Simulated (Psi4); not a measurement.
# BNH2O (SMILES BN=O) at 3 levels

We compute a comparison of 3 runs (HF/6-311G**, B3LYP/def2-TZVP, BCCD(T)/6-31G**) of BNH2O. 

The results are computed with Psi4 1.11.

2 further runs of the same task are left out: 2 set aside as unsound or not needed.

### Step 1. The system as given

BNH2O: 5 atoms, total charge 0, spin state singlet. SMILES: `BN=O`. The coordinates come from a GFN2-xTB relaxation.

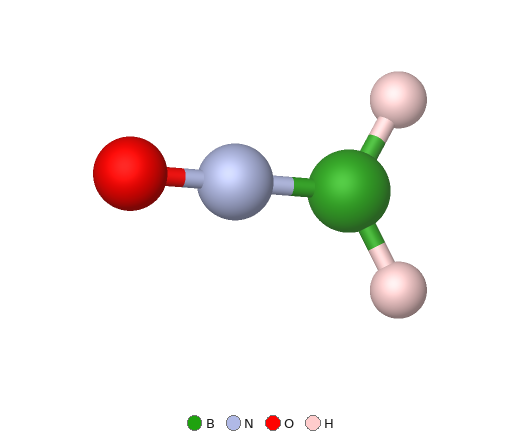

The structure, seen from a chosen angle (boron green, nitrogen light blue, oxygen red, hydrogen pink).

### Step 2. The charge distribution at HF/6-311G(d,p) (density fitting) (run 1)

The input, job.json:

```json
{
  "schema_name": "qcschema_input",
  "schema_version": 1,
  "molecule": {
    "schema_name": "qcschema_molecule",
    "schema_version": 2,
    "symbols": ["B", "N", "O", "H", "H"],
    "geometry": [-0.57307834, 0.72699654, -0.39019065, 0.82242771, -1.0432611, 0.56113528, 2.10464468, -2.67468056, 1.43664539, -2.19007919, 0.17368473, -1.77921494, -0.16391484, 2.8172604, 0.17162493],
    "molecular_charge": 0,
    "molecular_multiplicity": 1
  },
  "driver": "energy",
  "model": {
    "method": "hf",
    "basis": "6-311G**"
  },
  "keywords": {
    "scf_type": "df",
    "scf_properties": ["WIBERG_LOWDIN_INDICES", "MULTIPOLE(3)"]
  }
}
```

The run is started by

```console
$ psi4 --qcschema job.json -n 1 --memory 1600MB
```

stdout:

```text
[...]
  Running in c1 symmetry.
[...]
  Nuclear repulsion =   58.612788406013664
[...]
  Multiplicity = 1
[...]
  Nalpha       = 11
  Nbeta        = 11
[...]
    Number of basis functions: 66
[...]
   @DF-RHF iter   1:  -155.02670794223644   -7.36023e-01   4.40330e-03 DIIS/ADIIS
[...]
   @DF-RHF iter  10:  -155.08713297931473   -1.86363e-08   4.39908e-07 DIIS
[...]
    Orbital Energies [Eh]
    ---------------------
    Doubly Occupied:
       1A    -20.673252     2A    -15.727517     3A     -7.612828
       4A     -1.553572     5A     -1.082634     6A     -0.782504
       7A     -0.710126     8A     -0.654252     9A     -0.620666
      10A     -0.505260    11A     -0.403881
[...]
  @DF-RHF Final Energy:  -155.08713297931473
   => Energetics <=
    Nuclear Repulsion Energy =             58.6127884060136637
    One-Electron Energy =                -326.7468293829213053
    Two-Electron Energy =                 113.0469079975928821
    Total Energy =                       -155.0871329793147311
[...]
 Multipole Moments:
 ------------------------------------------------------------------------------------
     Multipole            Electronic (a.u.)      Nuclear  (a.u.)        Total (a.u.)
 ------------------------------------------------------------------------------------
 L = 1.  Multiply by 2.5417464519 to convert [e a0] to [Debye]
 Dipole X            :          1.0477619           -1.2889368           -0.2411749
 Dipole Y            :         -1.3321918            1.6382498            0.3060580
 Dipole Z            :          0.7166072           -0.8807805           -0.1641733
 Magnitude           :                                                    0.4228353
[...]
```

The result, in JSON:

```text
{
 "driver": "energy",
 "model": {
  "method": "hf",
  "basis": "6-311G**"
 },
 "success": true,
 "return_result": -155.08713297931473,
 "properties": {
  "calcinfo_nbasis": 66,
  "calcinfo_nmo": 66,
  "calcinfo_nalpha": 11,
  "calcinfo_nbeta": 11,
  "calcinfo_natom": 5,
  "nuclear_repulsion_energy": 58.612788406013664,
  "return_energy": -155.08713297931473,
  "scf_one_electron_energy": -326.7468293829213,
  "scf_two_electron_energy": 113.04690799759288,
  "scf_dipole_moment": [-0.24117490215712967, 0.3060579942351014, -0.16417326228457862],
  "scf_total_energy": -155.08713297931473,
  "scf_iterations": 10
 }
}
```

Run time: 1.3 s. Hardware: 1 thread of INTEL XEON PLATINUM 8581C at 2.10GHz (Emerald Rapids), shared host; peak memory 0.19 GiB.

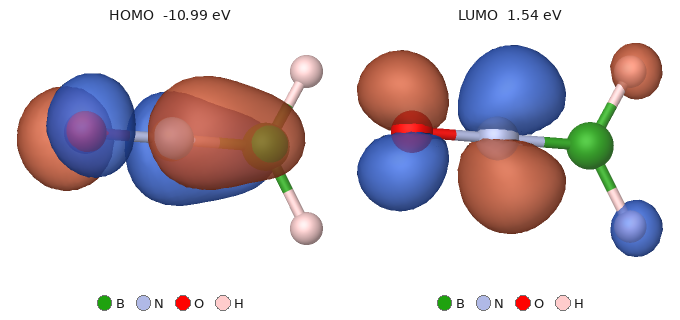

Frontier orbitals of this run, surfaces at ±0.2 Å^-3/2.

### Step 3. The energy at B3LYP/def2-TZVP (run 2)

The input, bh2no.xyz:

```xyz
5
BH2NO
B     -0.303260     0.384710    -0.206480
N      0.435210    -0.552070     0.296940
O      1.113730    -1.415380     0.760240
H     -1.158940     0.091910    -0.941520
H     -0.086740     1.490830     0.090820
```

The input, bh2no.py:

```python
import psi4

psi4.set_memory('1600 MB')
psi4.set_num_threads(1)
psi4.core.set_output_file('bh2no.out', False)

with open('bh2no.xyz') as f:
    atoms = ''.join(f.readlines()[2:])
geom = psi4.geometry('0 1\n' + atoms + 'symmetry c1\nno_reorient\nno_com')

psi4.set_options({
    'puream': True,
    'e_convergence': 1e-09,
    'd_convergence': 1e-08,
    'scf_type': 'pk',
    'dft_radial_points': 99,
    'dft_spherical_points': 590,
})

e = psi4.energy("b3lyp/def2-TZVP")
print(f'b3lyp/def2-TZVP energy: {e:.10f} Eh')
```

The run is started by

```console
$ python bh2no.py
```

bh2no.out:

```text
[...]
  Running in c1 symmetry.
[...]
  Nuclear repulsion =   58.612788367927159
[...]
  Multiplicity = 1
[...]
  Nalpha       = 11
  Nbeta        = 11
[...]
    Number of basis functions: 105
[...]
   @RKS iter   1:  -155.84977611343672   -3.38741e-01   5.32118e-03 DIIS/ADIIS
[...]
   @RKS iter  11:  -156.01159308146609   -5.76961e-12   3.32914e-09 DIIS
[...]
    Orbital Energies [Eh]
    ---------------------
    Doubly Occupied:
       1A    -19.241429     2A    -14.469756     3A     -6.747215
       4A     -1.206110     5A     -0.806123     6A     -0.576538
       7A     -0.515503     8A     -0.504061     9A     -0.455085
      10A     -0.376643    11A     -0.258579
[...]
  @RKS Final Energy:  -156.01159308146609
   => Energetics <=
    Nuclear Repulsion Energy =             58.6127883679271591
    One-Electron Energy =                -327.1578283947965247
    Two-Electron Energy =                 128.9110410521638812
    DFT Exchange-Correlation Energy =     -16.3775941067606183
    Empirical Dispersion Energy =           0.0000000000000000
    VV10 Nonlocal Energy =                  0.0000000000000000
    Total Energy =                       -156.0115930814660885
[...]
 Multipole Moments:
 ------------------------------------------------------------------------------------
     Multipole            Electronic (a.u.)      Nuclear  (a.u.)        Total (a.u.)
 ------------------------------------------------------------------------------------
 L = 1.  Multiply by 2.5417464519 to convert [e a0] to [Debye]
 Dipole X            :        -17.5348895           17.3747656           -0.1601238
 Dipole Y            :         22.2776600          -22.0743444            0.2033156
 Dipole Z            :        -11.9717087           11.8625668           -0.1091419
 Magnitude           :                                                    0.2808716
[...]
```

Standard output:

```text
b3lyp/def2-TZVP energy: -156.0115930815 Eh
```

It took 12 s on 1 thread of INTEL XEON PLATINUM 8581C at 2.10GHz (Emerald Rapids), shared host; peak memory 0.64 GiB.

### Step 4. The energy at BCCD(T)/6-31G(d,p) (Cartesian functions) (run 3)

bh2no.xyz is that of step 3.

The input, bh2no.py:

```python
import psi4

psi4.set_memory(1600000000)
psi4.set_num_threads(1)
psi4.set_output_file('psi4.out', False)

with open('bh2no.xyz') as f:
    atoms = ''.join(f.readlines()[2:])
mol = psi4.geometry('0 1\n' + atoms + 'symmetry c1')

psi4.set_options({
    'basis': '6-31G**',
    'reference': 'rhf',
    'scf_type': 'pk',
    'freeze_core': True,
})

e_tot = psi4.energy('bccd(t)')
print('E =', round(e_tot, 9))
```

The run is started by

```console
$ python bh2no.py
```

psi4.out:

```text
[...]
  Running in c1 symmetry.
[...]
  Nuclear repulsion =   58.612788367927152
[...]
  Multiplicity = 1
[...]
  Nalpha       = 11
  Nbeta        = 11
[...]
    Number of basis functions: 55
[...]
   @RHF iter   1:  -154.99672064531501   -7.24946e-01   4.87630e-03 ADIIS/DIIS
[...]
   @RHF iter  12:  -155.05107142032369   -6.33804e-12   5.75808e-09 DIIS
[...]
    Orbital Energies [Eh]
    ---------------------
    Doubly Occupied:
       1A    -20.686710     2A    -15.736833     3A     -7.609864
       4A     -1.551849     5A     -1.079860     6A     -0.779469
       7A     -0.707941     8A     -0.652428     9A     -0.618431
      10A     -0.503762    11A     -0.400716
[...]
  @RHF Final Energy:  -155.05107142032369
   => Energetics <=
    Nuclear Repulsion Energy =             58.6127883679271520
    One-Electron Energy =                -326.6719960665717508
    Two-Electron Energy =                 113.0081362783209329
    Total Energy =                       -155.0510714203236944
[...]
 Multipole Moments:
 ------------------------------------------------------------------------------------
     Multipole            Electronic (a.u.)      Nuclear  (a.u.)        Total (a.u.)
 ------------------------------------------------------------------------------------
 L = 1.  Multiply by 2.5417464519 to convert [e a0] to [Debye]
 Dipole X            :          1.0536506           -1.2889368           -0.2352862
 Dipole Y            :         -1.3396221            1.6382498            0.2986277
 Dipole Z            :          0.7206133           -0.8807805           -0.1601671
 Magnitude           :                                                    0.4125429
[...]
      * MP2 total energy                      = -155.486450875701195
[...]
      * CCSD total energy                     = -155.506223965741526
[...]
      * CCSD total energy                     = -155.504265628629838
[...]
      * MP2 total energy                      = -155.509780795803266
[...]
      * CCSD total energy                     = -155.504269065336587
[...]
      * CCSD(T) total energy                  = -155.524145171283521
```

Standard output:

```text
E = -155.524145171
```

It took 19 s on 1 thread of INTEL XEON PLATINUM 8581C at 2.10GHz (Emerald Rapids), shared host; peak memory 0.26 GiB.

### Step 5. The series

```csv
run,level,task,integrals,energy (Eh),dipole moment (D),HOMO energy (eV),LUMO energy (eV),wall time
1,HF/6-311G** (density fitting),properties,df,-155.087133,1.07,-10.99,1.54,1.3 s
2,B3LYP/def2-TZVP,energy,pk,-156.011593,0.71,-7.04,-3.53,12 s
3,BCCD(T)/6-31G** (Cartesian functions),energy,pk,-155.524145,–,-10.90,1.70,19 s
```

### Step 6. Summary of results

| quantity | value |
| --- | --- |
| run 3: total energy | -155.52415 Eh |
| run 3: HOMO energy (Hartree–Fock orbitals) | -10.90 eV |
| run 3: LUMO energy (Hartree–Fock orbitals) | 1.70 eV |
| run 3: HOMO–LUMO gap (Hartree–Fock orbitals) | 12.61 eV |
| run 3: correlation energy (3 core orbitals frozen) | -473.1 mEh |

All runs together took 32 s, the longest 19 s.
